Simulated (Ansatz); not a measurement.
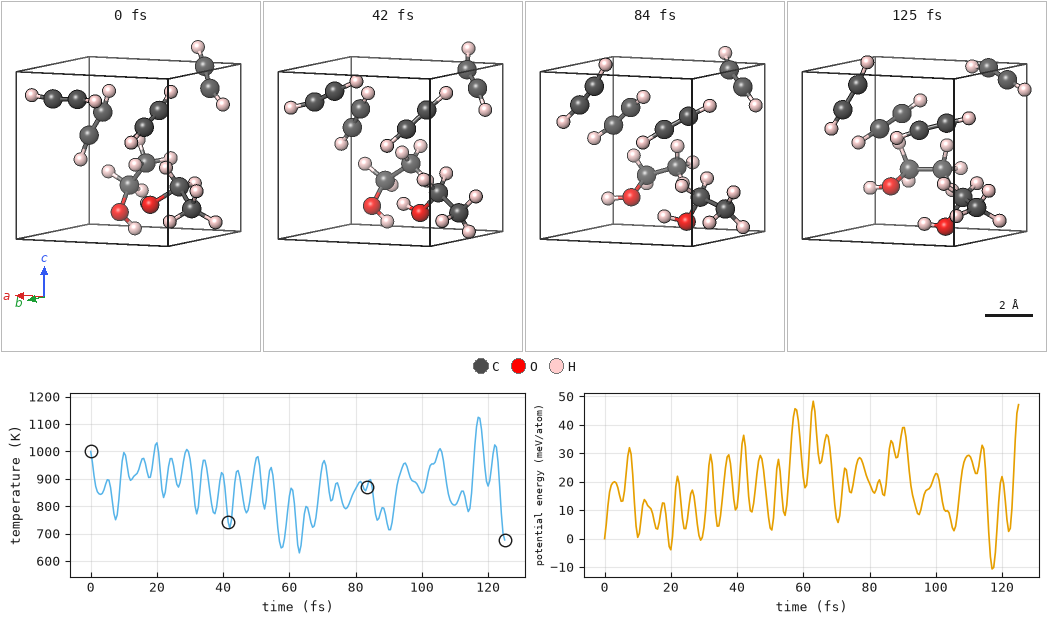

Molecular dynamics of a periodic cell with 2 CH3CH2OH + 4 C2H2 at 0.86 g/cm³, 125 fs long. It starts from the last geometry of an earlier run, with fresh velocities. Frames and the history of the run. The picture is a ball-and-stick view of the simulation cell, seen from a free direction. Atoms that leave the cell re-enter on the other side.

These are results of DFT PBE-D3(BJ), scalar-relativistic, plane waves, PAW in Ansatz 0.2.0, not measurements. Set-up: plane-wave cutoff 420 eV; k-point mesh 1 × 1 × 1; Fermi-Dirac smearing 0.02 eV; low-accuracy preset; Nosé-Hoover thermostat (NVT); set temperature 1000 K; time step 0.5 fs; thermostat time 200.0 fs.

Input file:
```yaml
accuracy: low
crystal:
  lattice:
    - [7.23807, 0.0, 0.0]
    - [0.0, 7.23807, 0.0]
    - [0.0, 0.0, 7.23807]
  atoms:
    - { symbol: C, position: [0.03431624, 0.59097374, 0.18349824] }
    - { symbol: C, position: [0.17957905, 0.45847982, 0.29555107] }
    - { symbol: O, position: [0.36006258, 0.48199962, 0.18233002] }
    - { symbol: H, position: [0.43408837, 0.37305584, 0.17958013] }
    - { symbol: H, position: [0.23657592, 0.52286428, 0.41306613] }
    - { symbol: H, position: [0.14288628, 0.3215548, 0.30538148] }
    - { symbol: H, position: [-0.03756798, 0.67366918, 0.29807344] }
    - { symbol: H, position: [0.13123559, 0.69010665, 0.10996664] }
    - { symbol: H, position: [-0.09739087, 0.53649786, 0.10236007] }
    - { symbol: C, position: [0.55000499, 0.14563638, 0.39340289] }
    - { symbol: C, position: [0.69137435, 0.07976427, 0.24975754] }
    - { symbol: O, position: [0.69272444, 0.20874255, 0.09954366] }
    - { symbol: H, position: [0.63078048, 0.12935226, -0.00176503] }
    - { symbol: H, position: [0.83607889, 0.06556881, 0.32398367] }
    - { symbol: H, position: [0.67851069, -0.06427736, 0.20530047] }
    - { symbol: H, position: [0.61544061, 0.11024899, 0.52602877] }
    - { symbol: H, position: [0.54862207, 0.292922, 0.39633984] }
    - { symbol: H, position: [0.42408798, 0.0676466, 0.42078677] }
    - { symbol: C, position: [0.80824058, 0.88392568, 0.83169922] }
    - { symbol: C, position: [0.6442416, 0.89090743, 0.83678839] }
    - { symbol: H, position: [0.50657272, 0.93227642, 0.83493162] }
    - { symbol: H, position: [0.95386405, 0.87140475, 0.84654224] }
    - { symbol: C, position: [0.21652511, 0.03512203, 0.97573236] }
    - { symbol: C, position: [0.13782661, 0.12556834, 0.85543877] }
    - { symbol: H, position: [0.02483773, 0.18199887, 0.76884056] }
    - { symbol: H, position: [0.29454154, -0.03624547, 1.08053764] }
    - { symbol: C, position: [0.6881635, 0.45035849, 0.71939534] }
    - { symbol: C, position: [0.7730355, 0.46171444, 0.57862924] }
    - { symbol: H, position: [0.83132784, 0.45744815, 0.43105047] }
    - { symbol: H, position: [0.64499577, 0.45475597, 0.84774743] }
    - { symbol: C, position: [0.27642461, 0.73890365, 0.67249199] }
    - { symbol: C, position: [0.24380153, 0.60166781, 0.76185541] }
    - { symbol: H, position: [0.21481555, 0.50152084, 0.86535208] }
    - { symbol: H, position: [0.30584659, 0.85524856, 0.58933212] }
basis:
  ecutwfc: 420.0
kpoints:
  mp_grid: { grid: [1, 1, 1] }
hamiltonian:
  xc: pbe
  dispersion: d3bj
scf:
  occupations: { method: fermi_dirac, width: 0.02 }
  lower_state_search: "off"
md:
  timestep: 0.5
  n_steps: 250
  ensemble: nvt_nose_hoover
  temperature: 1000.0
  initial_velocities: maxwell_boltzmann
  seed: 338716
  nose_hoover: { tau: 200.0, chain_length: 5 }
```

Command:
```bash
ansatz run input.yaml --threads 1 --pin off --max-ram 3072MiB --backend cpu --events-out ev --progress --plain --runs-dir out
```

Question: Describe the run.

Answer: Root-mean-square distances from the starting positions over the second half, with the common drift of all atoms taken out: H 1.29 Å, O 0.94 Å, C 0.61 Å. The heavy atoms stay within a fraction of a molecule's size of their starting places; so short a run doesn't tell a liquid from a solid. The mean temperature in the second half is 863 K (standard deviation 94 K). The potential energy in the second half lies on average 20.7 meV per atom above the first frame. The conserved quantity stays between −0.1 and 0.75 meV per atom of its start. A straight-line fit has a slope that amounts to +0.036 meV per atom over 125 fs (under 0.1 % of the mean kinetic energy), and the ripple about it is 1.7 % of the kinetic energy's fluctuation. With a drift under 2 % and a ripple under 7 %, the integration is accurate.

Limits of the set-up: the program's low-accuracy preset was used; the periodic images lie only 7.2 Å apart, so the values are limited by the cell's size.

Cost: 9 min on 1 thread of Intel(R) Xeon(R) Platinum 8259CL CPU @ 2.50GHz (Skylake/Cascade Lake), on a shared host, peak memory 0.49 GiB.
